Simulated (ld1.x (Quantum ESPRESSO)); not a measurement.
## Pb: pseudopotential generation (part 2 of 2)

The same run, continued: lead (Pb, Z = 82), core [Xe] 4f14, reference valence 5d10 6s2 6p1.5 (an ion of charge +0.5), valence charge 14. Method: TM potential, PBE, scalar-relativistic, made with ld1.x (Quantum ESPRESSO) 7.5.

Output of the test run (extracts), continued:
```
     ---------------------- Testing the pseudopotential ----------------------

     Pb
     scalar relativistic calculation

     atomic number is 82.00   valence charge is 14.00
     dft =PBE   lsd =0 sic =0 latt =0  beta=0.20 tr2=1.0E-14
     mesh =1281 r(mesh) =  98.81810 xmin = -7.00 dx = 0.01250

     n l     nl             e AE (Ry)        e PS (Ry)    De AE-PS (Ry)
     3 2     5D   1(10.00)       -1.68117       -1.68233        0.00117
     1 0     6S   1( 1.00)       -0.96606       -0.96592       -0.00014
     2 1     6P   1( 3.00)       -0.31000       -0.30992       -0.00008

     eps = 6.1E-15  iter = 29

     Etot =  -41763.182638 Ry,  -20881.591319 Ha, -568217.046806 eV
     Etotps =  -119.046660 Ry,     -59.523330 Ha,   -1619.712329 eV
     dEtot_ae =       0.458970 Ry
     dEtot_ps =       0.459044 Ry,   Delta E=      -0.000074 Ry

     Ekin =      72.374838 Ry,      36.187419 Ha,     984.709842 eV
     Encl =    -195.532595 Ry,     -97.766298 Ha,   -2660.356490 eV
     Ehrt =     104.621895 Ry,      52.310948 Ha,    1423.453401 eV
     Ecxc =     -14.364403 Ry,      -7.182201 Ha,    -195.437657 eV
     Epseu=     -86.146396 Ry,     -43.073198 Ha,   -1172.081425 eV

     ---------------------- End of pseudopotential test ----------------------

     ---------------------- Testing the pseudopotential ----------------------

     Pb
     scalar relativistic calculation

     atomic number is 82.00   valence charge is 14.00
     dft =PBE   lsd =0 sic =0 latt =0  beta=0.20 tr2=1.0E-14
     mesh =1281 r(mesh) =  98.81810 xmin = -7.00 dx = 0.01250

     n l     nl             e AE (Ry)        e PS (Ry)    De AE-PS (Ry)
     3 2     5D   1(10.00)       -4.53253       -4.52349       -0.00904  !
     1 0     6S   1( 0.00)       -3.52955       -3.52424       -0.00531  !
     2 1     6P   1( 0.00)       -2.61115       -2.60928       -0.00187

     eps = 3.4E-15  iter =  7

     Etot =  -41756.832613 Ry,  -20878.416307 Ha, -568130.650327 eV
     Etotps =  -112.699669 Ry,     -56.349834 Ha,   -1533.357109 eV
     dEtot_ae =       6.808994 Ry
     dEtot_ps =       6.806036 Ry,   Delta E=       0.002958 Ry

     Ekin =      72.607457 Ry,      36.303729 Ha,     987.874783 eV
     Encl =    -154.598327 Ry,     -77.299164 Ha,   -2103.417398 eV
     Ehrt =      71.118273 Ry,      35.559137 Ha,     967.613405 eV
     Ecxc =     -12.304899 Ry,      -6.152449 Ha,    -167.416678 eV
     Epseu=     -89.522173 Ry,     -44.761087 Ha,   -1218.011220 eV

     ---------------------- End of pseudopotential test ----------------------

     ---------------------- Testing the pseudopotential ----------------------

     Pb
     scalar relativistic calculation

     atomic number is 82.00   valence charge is 14.00
     dft =PBE   lsd =0 sic =0 latt =0  beta=0.20 tr2=1.0E-14
     mesh =1281 r(mesh) =  98.81810 xmin = -7.00 dx = 0.01250

     n l     nl             e AE (Ry)        e PS (Ry)    De AE-PS (Ry)
     3 2     5D   1(10.00)       -1.41419       -1.41557        0.00138
     1 0     6S   1( 2.00)       -0.74856       -0.74879        0.00023
     2 1     6P   1( 2.30)       -0.13670       -0.13681        0.00011

     eps = 5.6E-15  iter = 25

     Etot =  -41763.883499 Ry,  -20881.941749 Ha, -568226.582508 eV
     Etotps =  -119.747750 Ry,     -59.873875 Ha,   -1629.251142 eV
     dEtot_ae =      -0.241891 Ry
     dEtot_ps =      -0.242046 Ry,   Delta E=       0.000154 Ry

     Ekin =      71.766920 Ry,      35.883460 Ha,     976.438696 eV
     Encl =    -199.482848 Ry,     -99.741424 Ha,   -2714.102408 eV
     Ehrt =     108.156360 Ry,      54.078180 Ha,    1471.542246 eV
     Ecxc =     -14.624132 Ry,      -7.312066 Ha,    -198.971459 eV
     Epseu=     -85.564051 Ry,     -42.782025 Ha,   -1164.158218 eV

     ---------------------- End of pseudopotential test ----------------------

     ---------------------- Testing the pseudopotential ----------------------

     Pb
     scalar relativistic calculation

     atomic number is 82.00   valence charge is 14.00
     dft =PBE   lsd =0 sic =0 latt =0  beta=0.20 tr2=1.0E-14
     mesh =1281 r(mesh) =  98.81810 xmin = -7.00 dx = 0.01250

     n l     nl             e AE (Ry)        e PS (Ry)    De AE-PS (Ry)
     3 2     5D   1( 9.00)       -2.46197       -2.47716        0.01519  !
     1 0     6S   1( 2.00)       -1.58464       -1.58222       -0.00242
     2 1     6P   1( 2.00)       -0.83129       -0.82862       -0.00267

     eps = 5.6E-15  iter = 20

     Etot =  -41761.828340 Ry,  -20880.914170 Ha, -568198.620650 eV
     Etotps =  -117.683582 Ry,     -58.841791 Ha,   -1601.166697 eV
     dEtot_ae =       1.813267 Ry
     dEtot_ps =       1.822123 Ry,   Delta E=      -0.008856 Ry

     Ekin =      67.802356 Ry,      33.901178 Ha,     922.498048 eV
     Encl =    -186.383631 Ry,     -93.191815 Ha,   -2535.878485 eV
     Ehrt =      94.622117 Ry,      47.311058 Ha,    1287.399485 eV
     Ecxc =     -13.565040 Ry,      -6.782520 Ha,    -184.561771 eV
     Epseu=     -80.159384 Ry,     -40.079692 Ha,   -1090.623974 eV

     ---------------------- End of pseudopotential test ----------------------
```

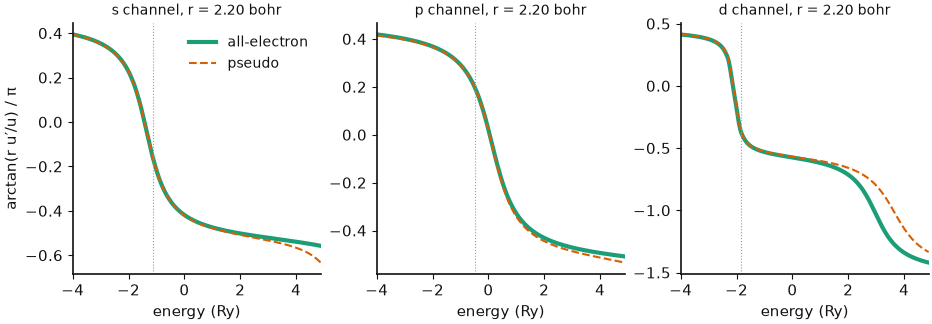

Unwrapped phase arctan(r u′/u) in units of π against energy, all-electron (solid) and pseudo (dashed); the pseudo phase is matched to the all-electron one at the reference energy. Here u = r R(r). The dotted line marks the reference energy of the channel.

- First channel to depart above its reference energy: the d channel: its phase error passes 0.05 rad 2.8 Ry above its reference energy, against 3.6 Ry for p.
- Ghost states: the plot shows none: the two phases stay within 0.89 rad of each other in all channels drawn. The separate test gives: no ghost state below the valence levels in the p, d, s, f channels.

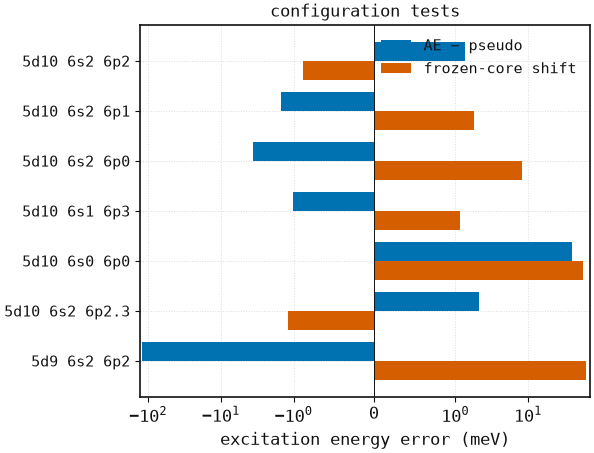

Errors, all-electron minus pseudo, of the energies of valence configurations relative to the unpolarised reference 5d10 6s2 6p1.5. The frozen-core shift is the all-electron excitation energy with the core held at its reference shape less the relaxed one.

- Worst configuration: 5d9 6s2 6p2 (charge +1): the error is -120 meV on an all-electron energy of +24.67 eV relative to the reference, or 0.49 %.
- Errors in meV: 5d10 6s2 6p2: +1.3; 5d10 6s2 6p1: -1.5; 5d10 6s2 6p0: -3.6; 5d10 6s1 6p3: -1.0; 5d10 6s0 6p0: +40; 5d10 6s2 6p2.3: +2.1; 5d9 6s2 6p2: -120.
- Frozen-core shift where the error is largest: +63 meV, beside an error of -120 meV. Freezing the core raises the excitation energy, so by itself it would give an error of -63 meV; the rest, -58 meV, comes from the pseudisation.

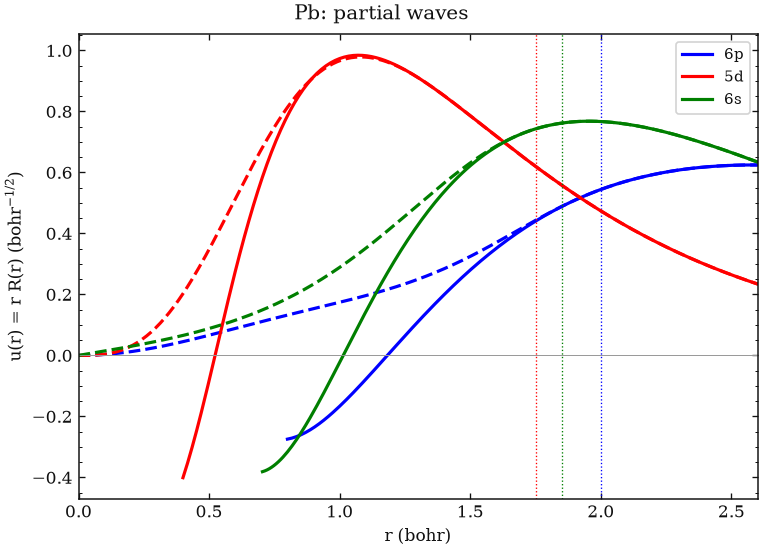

Partial waves u(r) = r R(r), all-electron (solid) and pseudo (dashed). Dotted lines mark the matching radii. The innermost oscillations of some all-electron curves aren't drawn. Pseudo-waves: 6p has no node; 5d has no node; 6s has no node.

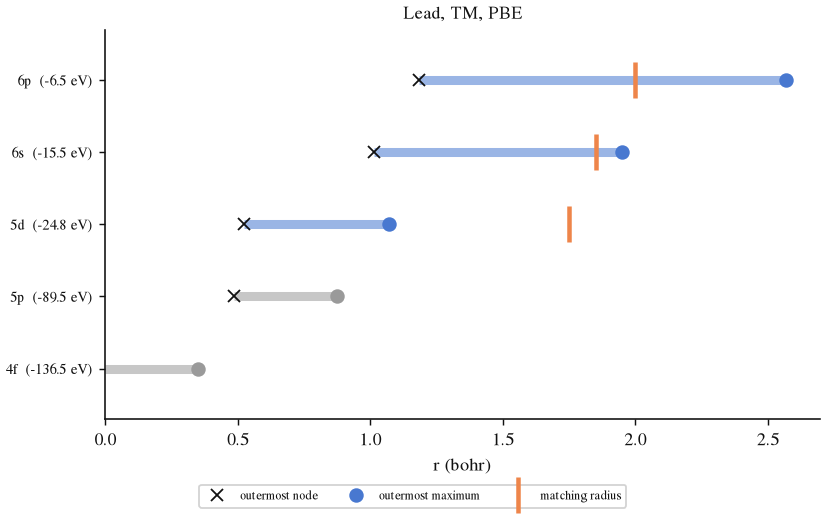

Outer shells of the all-electron reference atom: each bar runs from the outermost node (or the nucleus) to the outermost maximum of u(r); the tick is the radius chosen for the pseudo-wave. Shells without a tick have no pseudo-wave of their own. Levels, nodes and maxima are from ld1.x, scalar-relativistic.

- Radii against the shells: 5d: 1.75 bohr, outside the maximum; 6s: 1.85 bohr, between node and maximum; 6p: 2.00 bohr, between node and maximum.

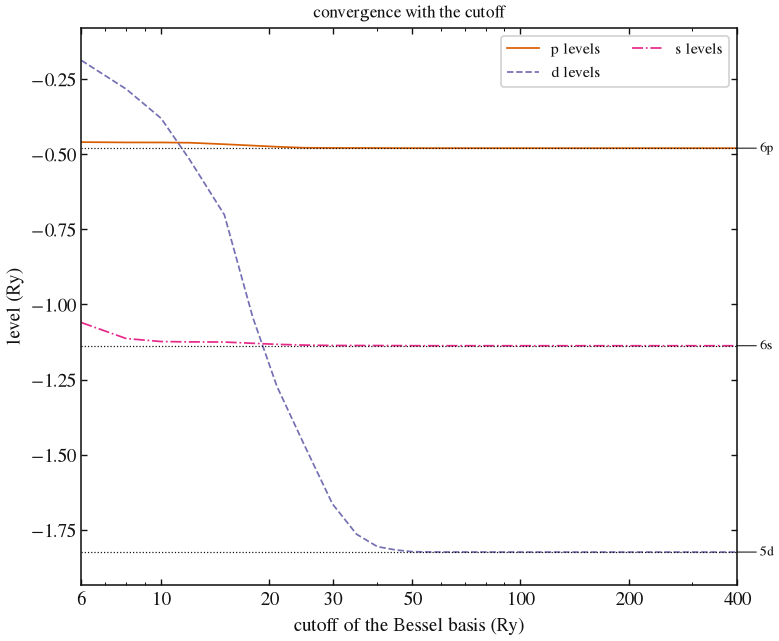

The pseudo-atom Hamiltonian at the reference potential is diagonalised in spherical Bessel functions (20 bohr box) up to the cutoff. Curves: the lowest levels of each channel that holds a bound state. Dotted lines: the all-electron valence levels.

- Ghost states: no ghost state below the valence levels in the p, d, s, f channels. The curves of the valence states settle on the dotted lines.
- All-electron valence levels: 6p: -0.48 Ry; 5d: -1.82 Ry; 6s: -1.14 Ry.

Key numbers:

- outcome: generated
- cutoffs needed: 55 Ry and 90 Ry (the cutoffs, on a coarse ladder, from which the occupation-weighted sum of valence levels, in a spherical-Bessel basis at the reference potential, stays within 10 and 1 mRy of its value at 400 Ry); ghost states and empty shells don't enter this sum
- ghost test: no ghost state below the valence levels in the p, d, s, f channels (spherical-Bessel basis up to 400 Ry, 20 bohr box)
- largest excitation error: -120 meV (all-electron minus pseudo) for 5d9 6s2 6p2, out of 7 test configurations
- range over which the phases arctan(r u′/u) at the test radius agree within 0.05 rad (a looser test near the poles than one of phase shifts): s: up to about 3.4 Ry; p: up to about 3.2 Ry; d: up to about 1.0 Ry
- wall time: 4.2 s
